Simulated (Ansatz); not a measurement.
**ZnS, pressure series**

Consider ZnS in the wurtzite structure (space group P6_3mc, No. 186; a = 3.845 Å, c = 6.306 Å).

Cell and atoms are relaxed at each pressure.

Computed with Ansatz (a first-principles code), PBE, PAW, cutoff 420 eV, scalar-relativistic without spin-orbit coupling, earlier PAW set.

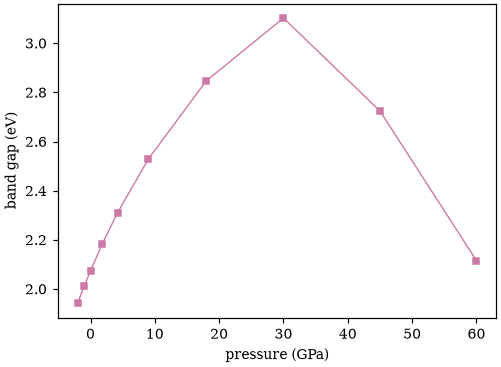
Band gap against pressure

```json
[
 {"pressure (GPa)": "-2", "band gap": "1.94 eV"},
 {"pressure (GPa)": "-1", "band gap": "2.01 eV"},
 {"pressure (GPa)": "1.8", "band gap": "2.18 eV"},
 {"pressure (GPa)": "4.2", "band gap": "2.31 eV"},
 {"pressure (GPa)": "9", "band gap": "2.53 eV"},
 {"pressure (GPa)": "18", "band gap": "2.85 eV"},
 {"pressure (GPa)": "30", "band gap": "3.10 eV"},
 {"pressure (GPa)": "45", "band gap": "2.72 eV"},
 {"pressure (GPa)": "60", "band gap": "2.12 eV"}
]
```

Load acts through the strain it causes; cell and atoms are relaxed under it. Whether these cells are dynamically stable was not tested. Tetrahedral semiconductors of this kind turn to denser phases somewhere between about 1 and 50 GPa; those were not computed, so compressed cells here can lie past the real transition.
